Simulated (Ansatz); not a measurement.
## Geometry relaxation of SiH$_{4}$OF

SiH$_{4}$OF, multiplicity 2, computed with UKS B3LYP/6-31G* (Ansatz 0.2.0).

It belongs to a series of runs on one base structure; here: end point A relaxed. Figures and captions count atoms from 1; the log counts them from 0 in places.

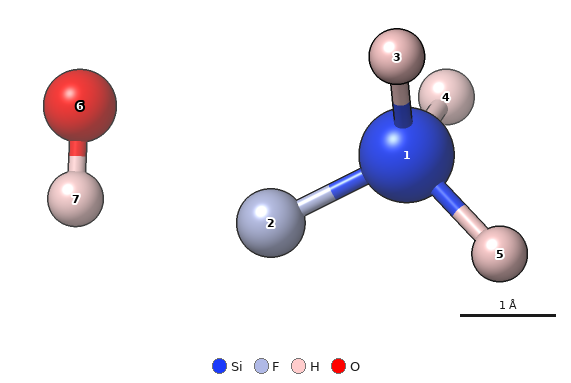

The structure as given in the input (ball-and-stick view, seen at a tilt; atoms are numbered from 1 in the order of the input). Bond lengths as drawn: F–Si 1.61 Å, H–O 0.98 Å and H–Si 1.48 to 1.49 Å.

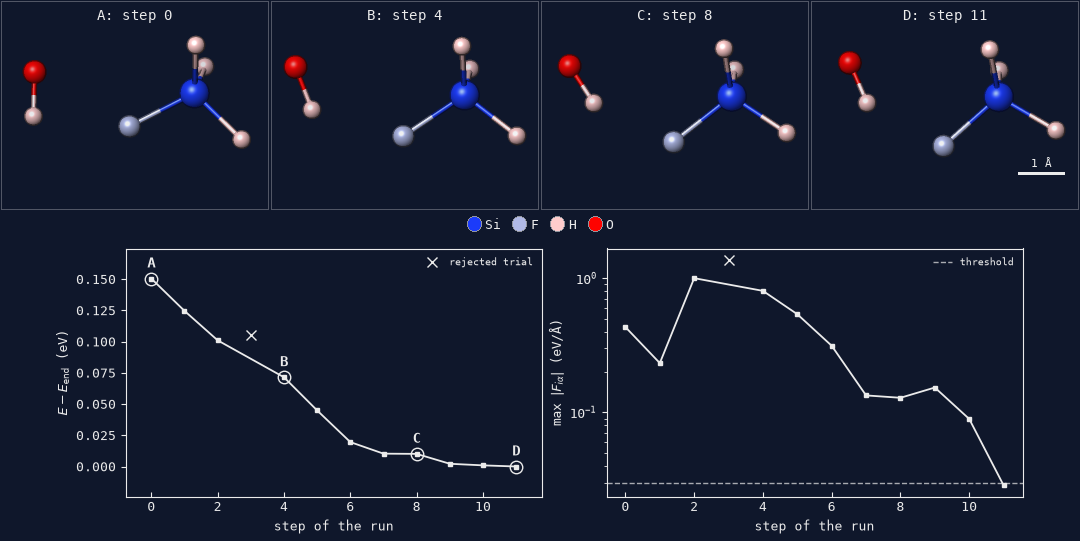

Frames of the relaxation (ball-and-stick view, seen at a tilt) above the curves, on which the letters mark them (the first geometry is step 0 here and step 1 in the log).

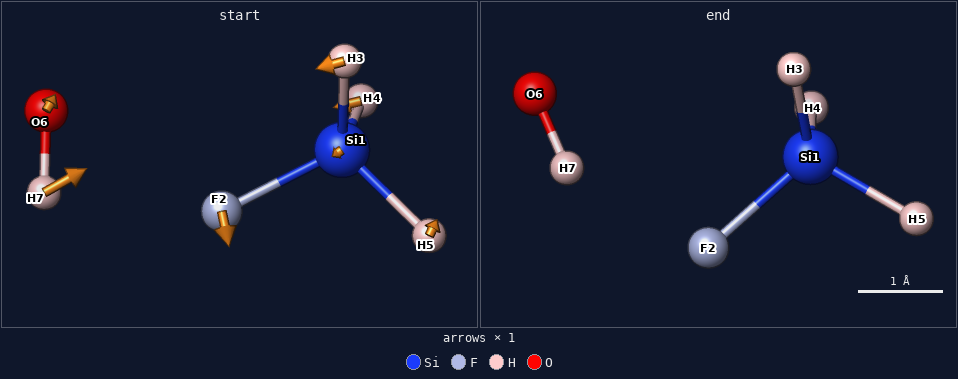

Before (left) and after (right) the relaxation, at one scale (ball-and-stick view, seen at a tilt). The orange arrows give the displacements, at true length. H7 moves most after the best rigid fit: 0.60 Å. By element the largest moves are H 0.60 Å, F 0.45 Å, O 0.24 Å, Si 0.15 Å. Among the contacts that change: Si1–F2 1.609 → 1.631 Å. After 11 geometry steps the energy has fallen by 0.151 eV. The largest force component goes from 0.43 to 0.029 eV/Å. The line search rejected the trial step at point 3 (counted from 0) and went back. (Atoms are counted from 1 in the order of the input.)

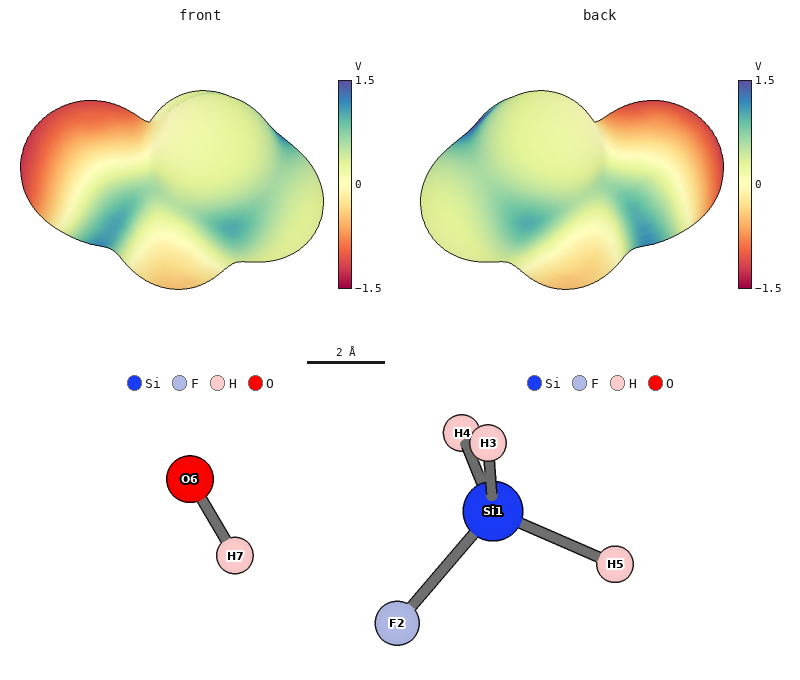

The electrostatic potential painted on the density surface at 0.001 e/bohr³, seen face on and from behind; the colour scale runs from red (negative) to blue (positive). The bare structure is drawn below in the same view.

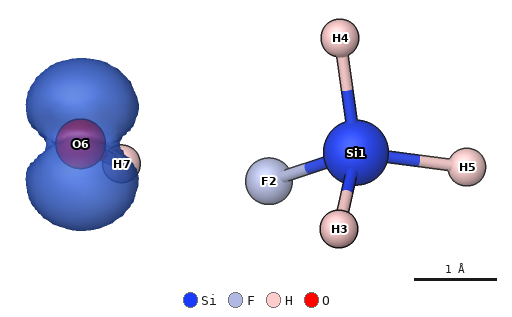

Isosurfaces of the spin density at +0.08 (blue) and −0.08 e/Å³ (red), seen from the side. The unpaired spin (1 electron) lies mostly on O6 (about 1.0), in electrons by Hirshfeld's partition.

These pictures come from the run below.

**The input**
```yaml
crystal:
  periodic: [false, false, false]
  atoms:
    - { symbol: Si, position_ang: [-0.063925, -0.11044, 0.032625] }
    - { symbol: F, position_ang: [-0.43205, -0.738718, 1.4675] }
    - { symbol: H, position_ang: [1.409142, 0.004244, -0.092685] }
    - { symbol: H, position_ang: [-0.699655, 1.223352, -0.099986] }
    - { symbol: H, position_ang: [-0.589859, -1.026539, -1.013516] }
    - { symbol: O, position_ang: [0.219908, 0.320395, 3.566967] }
    - { symbol: H, position_ang: [-0.356561, -0.473394, 3.597595] }
magnetization:
  spin_polarized: true
  initial_magnetization: 1
basis:
  gaussian: { orbitals: "6-31G*" }
hamiltonian:
  xc: b3lyp
relax:
  f_tol: 0.03
  max_steps: 50
output:
  orbitals: {}
```

Run as:
```bash
ansatz run input.yaml --threads 1 --pin off --max-ram 2048MiB --backend cpu --events-out ev --progress --plain --runs-dir out
```

**The program's output**
```
The last accepted step is kept in [file] (removed where the run ends without a failure and the disk answers)
Engine: ansatz 0.2.0, aarch64-unknown-linux-gnu
Functional definition: B3LYP
  parameter a0 = 0.2
  parameter ax = 0.72
  parameter ac = 0.81
  exchange = (1 - a0 - ax)*slater_x + ax*b88_x + a0*exact_x
  correlation = (1 - ac)*vwn_rpa_c + ac*lyp_c
584 factors; integrals over basis functions are off by at most 7.4e-4 eV
mean field evaluation 1: about -12702.4225 eV, gradient 2.7e1 eV
mean field evaluation 2: about -12701.0321 eV, gradient 3.6e1 eV
mean field evaluation 4: about -12705.1805 eV, gradient 2.3e0 eV
mean field evaluation 8: about -12705.2071 eV, gradient 4.7e-2 eV
mean field evaluation 16: about -12705.2072 eV, gradient 3.0e-3 eV
mean field evaluation 32: about -12705.2072 eV, gradient 1.7e-7 eV
mean field -12705.20720370 eV, -466.9077528371 hartree, gradient 1.7e-7 eV, S^2 0.752005; 2 other end points of the search recorded, 0 dependent functions left out
the calculation of the forces begins
reference -12705.20741438 eV, -466.9077605795 hartree; 18, 17 occupied and 39, 40 virtual orbitals, 584 factors
relax step   1: F+E_penalty+E_count = -12705.20720370 eV  Δ(F+E_penalty+E_count) = +0.000e0 eV  max|allowed force component| = 4.329e-1 eV/Å  Δτ_max = 0.0000 Å  (110 SCF iters, accepted)
these checks for a lower state are left out or cut short: starts, cluster_reference, orbital_swaps, neighbouring_geometries, increment
584 factors; integrals over basis functions are off by at most 7.4e-4 eV
mean field evaluation 64: about -12705.2331 eV, gradient 8.4e-8 eV
mean field -12705.23308261 eV, -466.9087038697 hartree, gradient 8.4e-8 eV, S^2 0.751972; 0 other end points of the search recorded, 0 dependent functions left out
[... from here on the field's lines of each further geometry are left out, up to the last ...]
relax step   2: F+E_penalty+E_count = -12705.23308261 eV  Δ(F+E_penalty+E_count) = -2.588e-2 eV  max|allowed force component| = 2.333e-1 eV/Å  Δτ_max = 0.0893 Å  (127 SCF iters, accepted)
relax step   3: F+E_penalty+E_count = -12705.25666896 eV  Δ(F+E_penalty+E_count) = -2.359e-2 eV  max|allowed force component| = 1.003e0 eV/Å  Δτ_max = 0.1717 Å  (126 SCF iters, accepted)
relax step   4: F+E_penalty+E_count = -12705.25248270 eV  Δ(F+E_penalty+E_count) = +4.186e-3 eV  max|allowed force component| = 1.376e0 eV/Å  Δτ_max = 0.1938 Å  (96 SCF iters, rejected (line search))
relax step   5: F+E_penalty+E_count = -12705.28624737 eV  Δ(F+E_penalty+E_count) = -2.958e-2 eV  max|allowed force component| = 8.064e-1 eV/Å  Δτ_max = 0.0948 Å  (99 SCF iters, accepted)
relax step   6: F+E_penalty+E_count = -12705.31283092 eV  Δ(F+E_penalty+E_count) = -2.658e-2 eV  max|allowed force component| = 5.399e-1 eV/Å  Δτ_max = 0.0975 Å  (92 SCF iters, accepted)
relax step   7: F+E_penalty+E_count = -12705.33815857 eV  Δ(F+E_penalty+E_count) = -2.533e-2 eV  max|allowed force component| = 3.141e-1 eV/Å  Δτ_max = 0.1499 Å  (92 SCF iters, accepted)
relax step   8: F+E_penalty+E_count = -12705.34742466 eV  Δ(F+E_penalty+E_count) = -9.266e-3 eV  max|allowed force component| = 1.339e-1 eV/Å  Δτ_max = 0.0715 Å  (92 SCF iters, accepted)
relax step   9: F+E_penalty+E_count = -12705.34760014 eV  Δ(F+E_penalty+E_count) = -1.755e-4 eV  max|allowed force component| = 1.285e-1 eV/Å  Δτ_max = 0.0018 Å  (74 SCF iters, accepted)
relax step  10: F+E_penalty+E_count = -12705.35552997 eV  Δ(F+E_penalty+E_count) = -7.930e-3 eV  max|allowed force component| = 1.533e-1 eV/Å  Δτ_max = 0.2000 Å  (88 SCF iters, accepted)
relax step  11: F+E_penalty+E_count = -12705.35679349 eV  Δ(F+E_penalty+E_count) = -1.264e-3 eV  max|allowed force component| = 8.939e-2 eV/Å  Δτ_max = 0.0238 Å  (48 SCF iters, accepted)
the calculation of the forces begins
reference -12705.35791875 eV, -466.9132915133 hartree; 18, 17 occupied and 39, 40 virtual orbitals, 584 factors
relax step  12: F+E_penalty+E_count = -12705.35771338 eV  Δ(F+E_penalty+E_count) = -9.199e-4 eV  max|allowed force component| = 2.859e-2 eV/Å  Δτ_max = 0.0383 Å  (86 SCF iters, accepted)
584 factors; integrals over basis functions are off by at most 7.1e-4 eV
mean field evaluation 224: about -12705.3480 eV, gradient 1.3e-1 eV
mean field -12705.35771338 eV, -466.9132839660 hartree, gradient 1.2e-7 eV, S^2 0.752095; 3 other end points of the search recorded, 0 dependent functions left out
the calculation of the forces begins
reference -12705.35791875 eV, -466.9132915133 hartree; 18, 17 occupied and 39, 40 virtual orbitals, 584 factors
Total energy: -12705.35791875 eV, -466.9132915133 hartree
Atom 0 at    -0.106111    -0.177232     0.158172 Å, force     0.002428     0.003960     0.028590 eV/Å
Atom 1 at    -0.665769    -1.113405     1.371184 Å, force     0.003117     0.003794    -0.005997 eV/Å
Atom 2 at     1.367520    -0.077782     0.267711 Å, force    -0.003669    -0.002501    -0.005386 eV/Å
Atom 3 at    -0.742979     1.156972     0.246499 Å, force    -0.000109    -0.004448    -0.003893 eV/Å
Atom 4 at    -0.481125    -0.840110    -1.115006 Å, force    -0.000354    -0.000354    -0.003721 eV/Å
Atom 5 at     0.285199     0.515973     3.459612 Å, force     0.008779     0.014523     0.007073 eV/Å
Atom 6 at    -0.169735    -0.265516     3.070327 Å, force    -0.010192    -0.014975    -0.016666 eV/Å
Dipole moment:    -0.062967    -0.112893    -0.396540 e Å
```

**Trajectory as extended XYZ (Å, eV, eV/Å), 12 frames, from step=1 to step=12**
```
7
Properties=species:S:1:pos:R:3:forces:R:3 step=1 energy=-12705.20720
Si   -0.0639   -0.1104    0.0326    0.0960   0.1767  -0.4329
F    -0.4320   -0.7387    1.4675   -0.1789  -0.3038   0.2057
H     1.4091    0.0042   -0.0927   -0.0034  -0.0035   0.0150
H    -0.6997    1.2234   -0.1000    0.0013  -0.0142   0.0157
H    -0.5899   -1.0265   -1.0135    0.0158   0.0287   0.0162
O     0.2199    0.3204    3.5670    0.0022   0.0158   0.1716
H    -0.3566   -0.4734    3.5976    0.0671   0.1002   0.0088
7
Properties=species:S:1:pos:R:3:forces:R:3 step=2 energy=-12705.23308
Si   -0.0681   -0.1178    0.0126    0.0116   0.0363  -0.2333
F    -0.4613   -0.7938    1.4261   -0.0667  -0.1237   0.1664
H     1.4066   -0.0006   -0.0896   -0.0052   0.0063   0.0285
H    -0.7064    1.2167   -0.0957    0.0089  -0.0056   0.0282
H    -0.5790   -1.0092   -1.0604    0.0195   0.0320  -0.0150
O     0.2425    0.3442    3.6501   -0.0238  -0.0338   0.0670
H    -0.3473   -0.4406    3.6155    0.0557   0.0885  -0.0419
7
Properties=species:S:1:pos:R:3:forces:R:3 step=3 energy=-12705.25667
Si   -0.0838   -0.1475    0.0175   -0.0007  -0.0703   0.1775
F    -0.5070   -0.9275    1.3828   -0.0244   0.0302  -0.1968
H     1.3921    0.0053   -0.0265   -0.0372  -0.0356   0.0104
H    -0.7260    1.1911   -0.0103   -0.0233  -0.0578   0.0157
H    -0.5499   -0.9701   -1.1325    0.0256   0.0672   0.0518
O     0.3377    0.3656    3.7288   -0.9430  -0.8616  -0.2103
H    -0.3761   -0.3180    3.4988    1.0030   0.9279   0.1517
7
Properties=species:S:1:pos:R:3:forces:R:3 step=4 energy=-12705.25248 accepted=F
Si   -0.0945   -0.1648    0.0344   -0.0355  -0.1168  -0.0007
F    -0.5627   -1.0134    1.3455    0.0319   0.1427  -0.0447
H     1.3827   -0.0179    0.0338   -0.0549  -0.0182   0.0485
H    -0.7478    1.1686    0.0459    0.0098  -0.0482   0.0572
H    -0.5303   -0.9295   -1.1674    0.0350   0.0627   0.0819
O     0.3454    0.3974    3.8311   -1.3619  -1.2819  -1.0441
H    -0.3059   -0.2414    3.3352    1.3756   1.2598   0.9019
7
Properties=species:S:1:pos:R:3:forces:R:3 step=5 energy=-12705.28625
Si   -0.0857   -0.1510    0.0292   -0.0149  -0.0312   0.0542
F    -0.5282   -0.9424    1.3787   -0.0317  -0.0097  -0.0476
H     1.3900   -0.0078   -0.0036   -0.0195  -0.0160   0.0299
H    -0.7339    1.1831    0.0073   -0.0010  -0.0199   0.0284
H    -0.5455   -0.9572   -1.1318    0.0188   0.0319   0.0210
O     0.3236    0.3788    3.7634   -0.7581  -0.7419  -0.3391
H    -0.3334   -0.3045    3.4153    0.8064   0.7867   0.2531
7
Properties=species:S:1:pos:R:3:forces:R:3 step=6 energy=-12705.31283
Si   -0.0892   -0.1541    0.0439    0.0111   0.0586  -0.1001
F    -0.5497   -0.9508    1.3791   -0.0578  -0.0932   0.1313
H     1.3861   -0.0208    0.0231    0.0046  -0.0054   0.0452
H    -0.7357    1.1792    0.0260    0.0045   0.0123   0.0327
H    -0.5414   -0.9472   -1.1252    0.0038  -0.0024  -0.0159
O     0.2957    0.3915    3.7767   -0.4567  -0.5098  -0.3171
H    -0.2786   -0.2988    3.3348    0.4905   0.5399   0.2240
7
Properties=species:S:1:pos:R:3:forces:R:3 step=7 energy=-12705.33816
Si   -0.0996   -0.1628    0.0767    0.0184   0.0278  -0.0342
F    -0.5971   -0.9978    1.3806   -0.0320  -0.0456   0.0756
H     1.3751   -0.0330    0.1095    0.0100  -0.0081   0.0259
H    -0.7441    1.1701    0.0878   -0.0086   0.0233   0.0170
H    -0.5190   -0.9231   -1.1257   -0.0001   0.0001  -0.0052
O     0.2950    0.4055    3.7287   -0.2727  -0.3116  -0.2863
H    -0.2233   -0.2600    3.2009    0.2850   0.3141   0.2072
7
Properties=species:S:1:pos:R:3:forces:R:3 step=8 energy=-12705.34742
Si   -0.1069   -0.1681    0.0934    0.0304   0.0653   0.0320
F    -0.6261   -1.0301    1.3718   -0.0366  -0.0455   0.0866
H     1.3667   -0.0481    0.1672    0.0196   0.0011  -0.0090
H    -0.7475    1.1673    0.1286   -0.0008   0.0012  -0.0044
H    -0.5060   -0.9017   -1.1300   -0.0071  -0.0091  -0.0350
O     0.2846    0.4346    3.6815   -0.0835  -0.1039  -0.1339
H    -0.1779   -0.2549    3.1460    0.0780   0.0909   0.0635
7
Properties=species:S:1:pos:R:3:forces:R:3 step=9 energy=-12705.34760
Si   -0.1067   -0.1681    0.0939    0.0307   0.0653   0.0310
F    -0.6257   -1.0294    1.3729   -0.0376  -0.0472   0.0851
H     1.3670   -0.0482    0.1676    0.0196   0.0010  -0.0093
H    -0.7471    1.1674    0.1288   -0.0010   0.0014  -0.0047
H    -0.5061   -0.9022   -1.1291   -0.0068  -0.0085  -0.0339
O     0.2837    0.4344    3.6803   -0.0789  -0.0972  -0.1285
H    -0.1780   -0.2549    3.1442    0.0739   0.0853   0.0602
7
Properties=species:S:1:pos:R:3:forces:R:3 step=10 energy=-12705.35553
Si   -0.1112   -0.1760    0.1566   -0.0066  -0.0509   0.0756
F    -0.6790   -1.1029    1.3795    0.0467   0.0784  -0.1129
H     1.3625   -0.0707    0.2843   -0.0429  -0.0098  -0.0175
H    -0.7524    1.1579    0.2304    0.0042  -0.0212  -0.0026
H    -0.4727   -0.8507   -1.1173    0.0093   0.0148   0.0520
O     0.2966    0.4967    3.4908   -0.0958  -0.1533  -0.1225
H    -0.1568   -0.2554    3.0342    0.0851   0.1420   0.1279
7
Properties=species:S:1:pos:R:3:forces:R:3 step=11 energy=-12705.35679
Si   -0.1067   -0.1744    0.1546   -0.0098  -0.0127   0.0301
F    -0.6653   -1.0963    1.3809    0.0131   0.0095  -0.0349
H     1.3670   -0.0767    0.2635   -0.0050   0.0040  -0.0029
H    -0.7443    1.1601    0.2307    0.0064  -0.0022  -0.0024
H    -0.4829   -0.8517   -1.1107   -0.0004   0.0013   0.0042
O     0.2740    0.5033    3.4939   -0.0434  -0.0892  -0.0709
H    -0.1547   -0.2654    3.0457    0.0391   0.0894   0.0768
7
Properties=species:S:1:pos:R:3:forces:R:3 step=12 energy=-12705.35771
Si   -0.1061   -0.1772    0.1582    0.0024   0.0040   0.0286
F    -0.6658   -1.1134    1.3712    0.0031   0.0038  -0.0060
H     1.3675   -0.0778    0.2677   -0.0037  -0.0025  -0.0054
H    -0.7430    1.1570    0.2465   -0.0001  -0.0044  -0.0039
H    -0.4811   -0.8401   -1.1150   -0.0004  -0.0004  -0.0037
O     0.2852    0.5160    3.4596    0.0088   0.0145   0.0071
H    -0.1697   -0.2655    3.0703   -0.0102  -0.0150  -0.0167
```

**Summary**

- outcome: converged
- total energy: −12705.3579 eV
- mean-field energy: −12705.3579 eV
- ⟨S²⟩: 0.752
- largest force (length of the vector) at the end: 0.029 eV/Å
- hardware: 1 thread of Arm Neoverse V2, 24 GiB of memory available, shared host
- wall time: 73 s
- peak memory: 0.14 GiB
